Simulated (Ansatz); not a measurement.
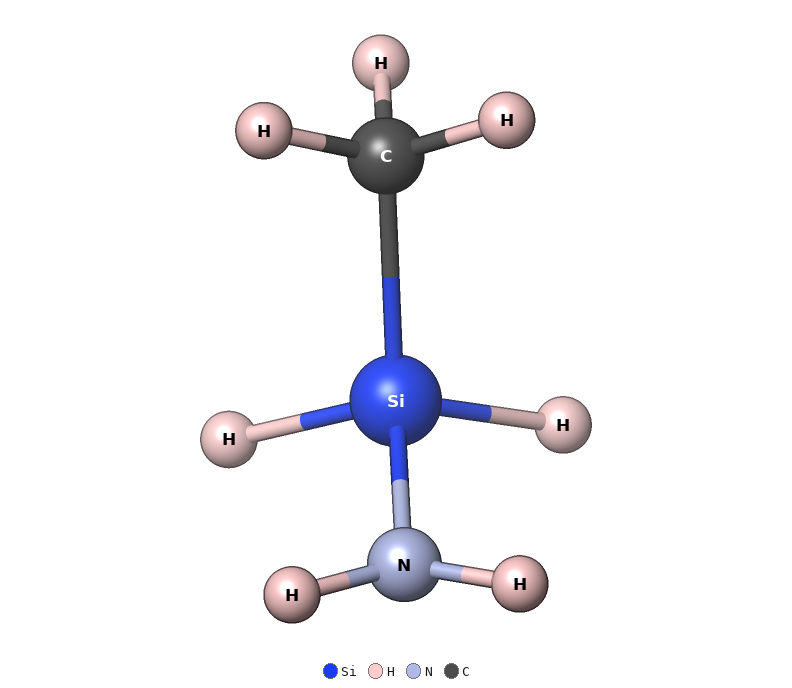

The geometry was computed by an optimisation with PBE0-D4/def2-TZVP.

Count the atoms of each element.

Answer. CH7NSi, 10 atoms: 1 carbon, 7 hydrogen, 1 nitrogen and 1 silicon.

Which point group does it belong to?

Answer. Cs.

How many sets of symmetry-equivalent atoms are there?

Answer. 7: 1 Si, 2 H, 1 N, 1 C, 2 H, 1 H, 2 H.

How many bonds of each kind are drawn?

Answer. 3 C–H, 2 Si–H, 2 N–H, 1 C–Si, 1 N–Si. Sticks follow a distance rule.

More results for the same structure follow; atom numbers are the same in all pictures, views and colours differ.

Shape

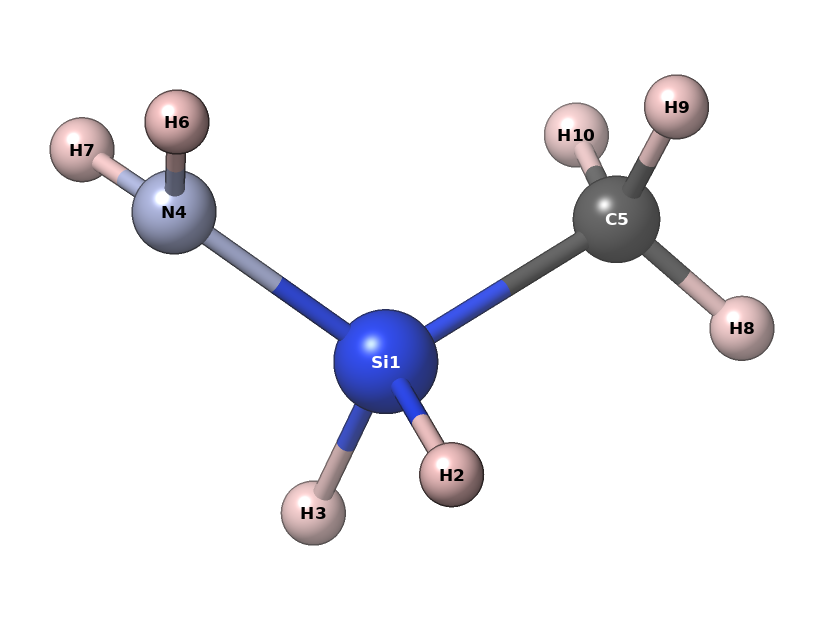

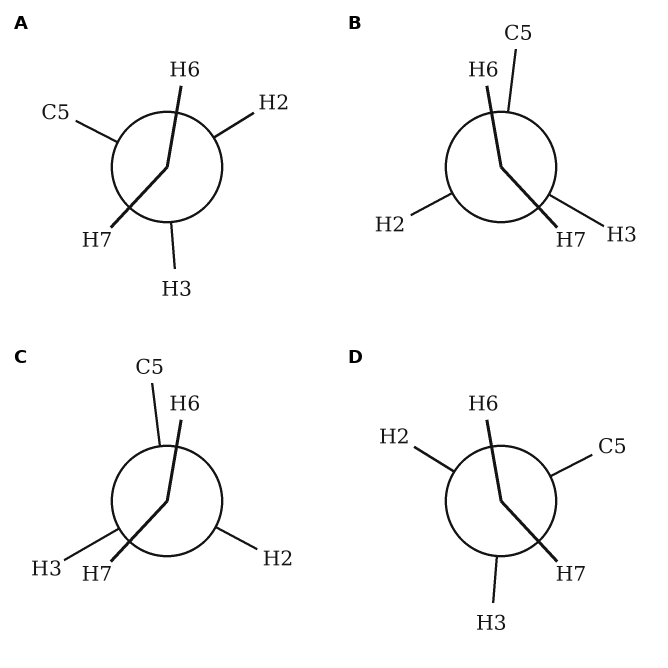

Atoms fade into the background with distance from the viewer. Bonds that would overlap in a projection are set slightly apart.

Which Newman projection shows the view along N4–Si1, with N4 in front?

Answer. A. The torsion angle H6–N4–Si1–C5 is −73°, synclinal (gauche).

Electronic properties

Level of theory: RKS CAM-B3LYP-D4/def2-TZVPP (Ansatz 0.2.0).

What is the dispersion correction?

Answer. −12.4 kJ/mol.

Vibrations

Harmonic vibrations computed with RKS PBE0-D4/def2-TZVP (Ansatz 0.2.0) at a stationary point of the same level.

How many vibrational modes are there, and where do they lie?

Answer. 24 modes: 146, 175, 235, 331, 471, 660, 669, 750, 852, 894, 909, 934, 942, 1272, 1447, 1449, 1583, 2209, 2211, 3042, 3126, 3130, 3610, 3704 cm⁻¹.

Dipole moment

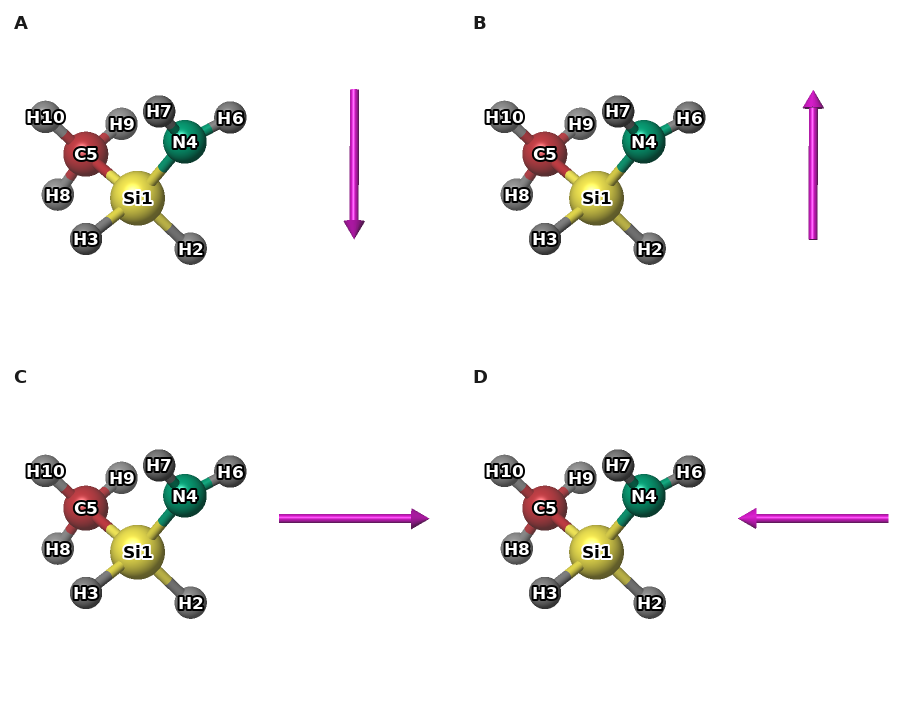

The same molecule four times, each with an arrow. Method: RKS PBE0-D4/def2-TZVP (Ansatz 0.2.0).

Which arrow points along the dipole moment, from the negative to the positive end?

Answer. B. The dipole moment is 1.54 D; it points from the side of H2, H3 to the side of H9, H10 (the outermost atoms at the two ends).

Charges

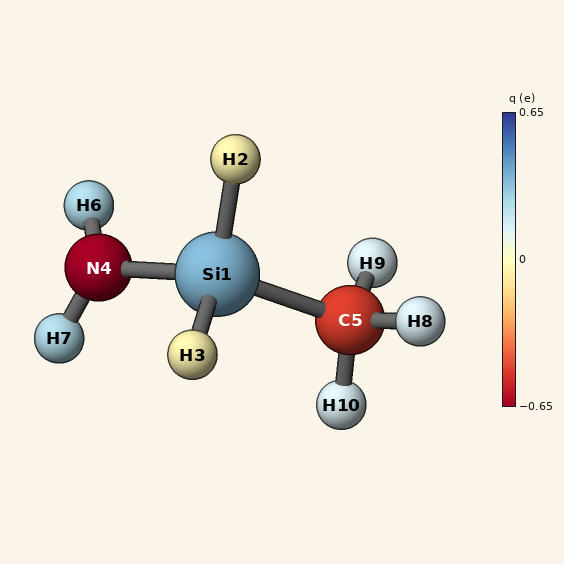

Atoms are coloured by their Mulliken charges. Method: RKS PBE0-D4/def2-TZVP (Ansatz 0.2.0).

Which atom carries the highest charge (most positive or least negative)?

Answer. Si1 (0.35 e).

And the lowest?

Answer. N4 (−0.64 e).

List the Mulliken charges.

```json
{"atom": "Si1", "value (e)": "0.35"}
{"atom": "H2", "value (e)": "−0.04"}
{"atom": "H3", "value (e)": "−0.04"}
{"atom": "N4", "value (e)": "−0.64"}
{"atom": "C5", "value (e)": "−0.48"}
{"atom": "H6", "value (e)": "0.24"}
{"atom": "H7", "value (e)": "0.24"}
{"atom": "H8", "value (e)": "0.13"}
{"atom": "H9", "value (e)": "0.13"}
{"atom": "H10", "value (e)": "0.13"}
```

Mulliken values depend strongly on the basis set and can even reverse the polarity of a bond.
